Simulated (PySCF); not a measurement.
## Electronic structure of C$_{8}$H$_{12}$FN (SMILES C=C[C@H](C)C/C=C(\F)N=C) in real space

```
atom    x (Å)    y (Å)    z (Å)
   C  -1.9223   1.4594   1.4295
   C  -1.9605   0.3412   0.7305
   C  -1.3267   0.1535  -0.6142
   C  -2.3880  -0.2451  -1.6409
   C  -0.2329  -0.9321  -0.5420
   C   0.8863  -0.5124   0.3442
   C   2.1593  -0.3874  -0.0345
   F   2.5148  -0.6869  -1.3286
   N   3.1389   0.0174   0.8124
   C   4.3429   0.1619   0.4553
   H  -2.3978   1.5501   2.3913
   H  -1.4117   2.3366   1.0671
   H  -2.4789  -0.5272   1.1172
   H  -0.8617   1.0933  -0.9289
   H  -3.1572   0.5213  -1.7027
   H  -2.8597  -1.1839  -1.3581
   H  -1.9404  -0.3658  -2.6246
   H   0.1416  -1.1375  -1.5459
   H  -0.6793  -1.8491  -0.1453
   H   0.6533  -0.2593   1.3664
   H   5.0497   0.4871   1.2030
   H   4.7199  -0.0160  -0.5527
```

Geometry: GFN2-xTB.

All numbers below come from PySCF, PBE0/pcSseg-1, SCF density, gas phase, non-relativistic.

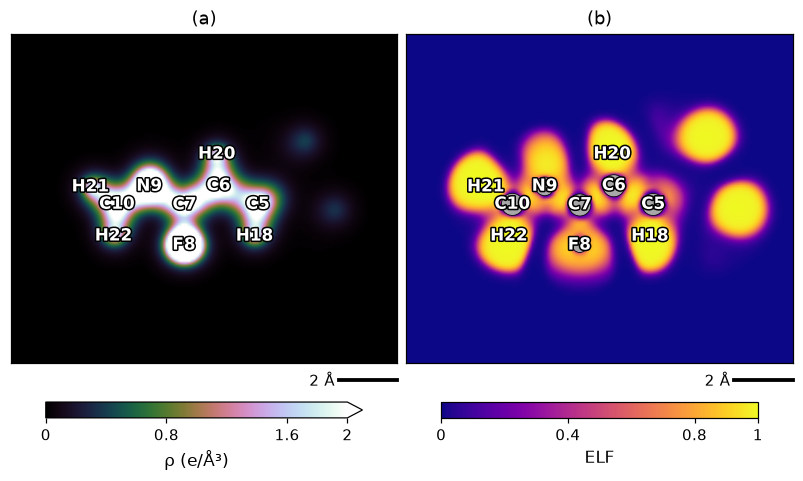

Figure 1. (a) electron density; (b) ELF on the plane of atoms H21, C10 and H22. Grey discs cover the atomic cores in the ELF map.

Interpret the plot.

Answer.
- Atoms in the plane: C, F, N and H.
- C–N (1.26 Å): the density is about 2.8 e/Å³ at the midpoint; the ELF peaks at about 0.90 between the atoms: a short, multiple covalent bond.
- C–C (1.33 Å): ρ at the midpoint is about 2.3 e/Å³; the ELF peaks at about 0.95 between the atoms (a short, multiple covalent bond).
- C–F (1.38 Å): the density is about 2.1 e/Å³ at the midpoint, with its minimum of 1.6 e/Å³ about 0.5 Å from C; the ELF peaks at about 0.80 between the atoms (a polar covalent bond).
- C–H (1.09 Å): ρ is about 2 e/Å³ halfway; the ELF climbs to about 1 towards the hydrogen, as it does in any bond to H (an ordinary covalent bond to hydrogen).
- C–N (1.36 Å): ρ at the midpoint is about 2.4 e/Å³; the ELF peaks at about 0.95 between the atoms; localised, covalent bonding.
- The ELF also peaks beside F8 and N9, away from the bonds: lone-pair regions.

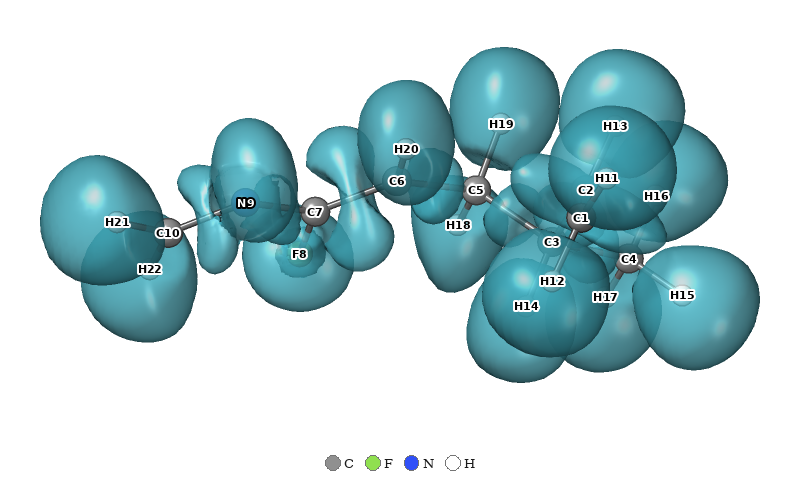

Figure 2. Isosurface of the electron localisation function at 0.75 (cyan), seen from one side. Core shells and regions of very low density are left out.

Describe the localisation domains.

Answer. At this value the surface marks out six regions between bonded C–C atoms (shared pairs), twelve regions around hydrogen nuclei, one region on F in which the atom's valence shell and bonds are merged and one region on N in which the atom's valence shell and bonds are merged.


 C–C (1.32 Å): the ELF peaks at about 0.90 between the atoms: a multiple bond.

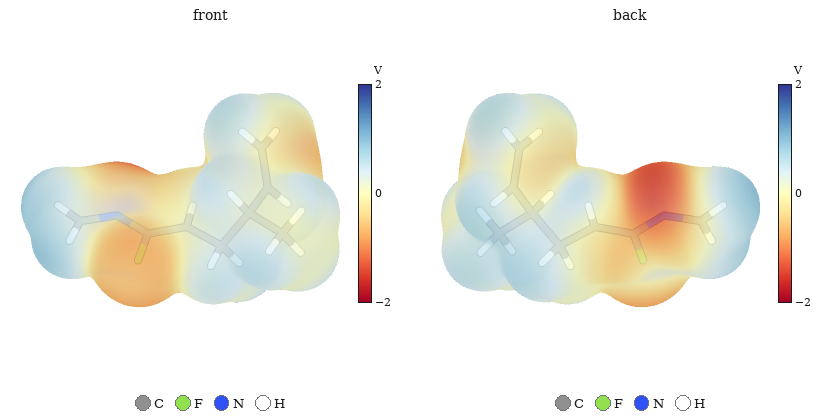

Figure 3. The electrostatic potential painted on the density surface at 0.002 e/bohr³, seen from the front and from behind; the colour scale runs from red (negative) to blue (positive).

Which sites attract a positive test charge, and which a negative one?

Answer. A positive charge is drawn to the negative regions and a negative charge to the positive ones. The most negative region (about −1.5 V) lies over N9, the most positive (about +0.9 V) over H21 and H22. N9 is the likeliest acceptor of a hydrogen bond.

How polar is the molecule by this calculation?

Answer. Its dipole moment is 0.32 D.
